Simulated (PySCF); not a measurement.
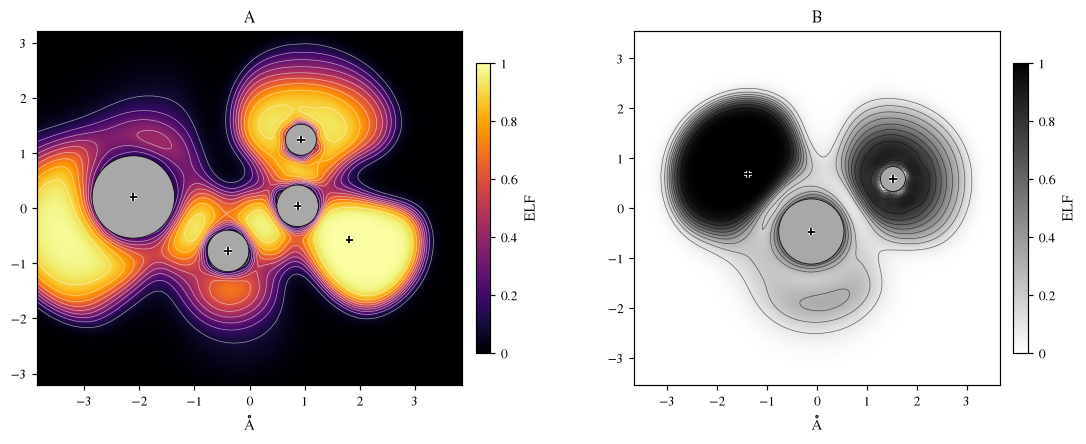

The ELF of 2 systems, each on a plane through atoms (crosses mark nuclei in the plane; grey discs cover the cores).

All numbers below come from wB97X-D/def2-SVPD, SCF density, gas phase in PySCF.

System 1: C$_{2}$H$_{5}$AsO, the plane of atoms O1, C2 and C3. Geometry: PBE0-D3(BJ)/def2-SVP.

```xyz
9

O    -0.5723   -1.5843   -0.3663
C    -0.9906   -0.4615   -0.3114
C    -0.1890    0.7610    0.0420
As    1.7338    0.5065    0.4287
H    -2.0706   -0.2463   -0.5320
H    -0.2942    1.4945   -0.7765
H    -0.6654    1.2441    0.9133
H     1.9830   -0.4069   -0.7644
H     1.5196   -0.6827    1.3561
```

System 2: FH$_{3}$Sn (SMILES [H][Sn]([H])([H])[F]), the plane of atoms F2, Sn1 and H3. Geometry: PBE0-D3(BJ)/def2-SVP; core potentials replace the inner electrons of Sn.

```yaml
atoms:
  - { symbol: Sn, position_ang: [-0.0008, 0.0012, -0.1220] }
  - { symbol: F, position_ang: [0.0123, -0.0179, 1.8221] }
  - { symbol: H, position_ang: [1.6454, 0.0105, -0.5785] }
  - { symbol: H, position_ang: [-0.8325, 1.4316, -0.5467] }
  - { symbol: H, position_ang: [-0.8243, -1.4254, -0.5749] }
```

> Which map belongs to which system?

Panel A is system 1, C$_{2}$H$_{5}$AsO: the plane holds O, C, As and H. C–O (1.20 Å): the ELF peaks at about 0.90 between the atoms (a multiple bond). Panel B is system 2, FH$_{3}$Sn: the plane holds Sn, F and H. Sn–F (1.94 Å): the ELF peaks at about 0.85 in the valence shell of F, 0.6 Å from its nucleus, and drops to about 0.10 between the two atoms.
